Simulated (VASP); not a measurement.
Band structure of SrO (rock salt). All values below come from PBEsol GGA, VASP's PBE PAW potentials (set 64) (plane waves; VASP).

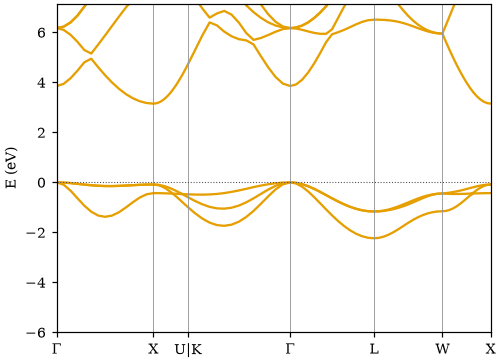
Figure. Bands along high-symmetry lines, zero at the valence-band maximum or, without a gap, the Fermi level

**Question.** Read the plot: is there a gap, and where are the band edges?

**Answer.** The gap is indirect, 3.15 eV, from the valence maximum at Γ to the conduction minimum at X. (Edges off the drawn lines would not show.)

The compound is SrO in the rock salt structure. It was relaxed first.
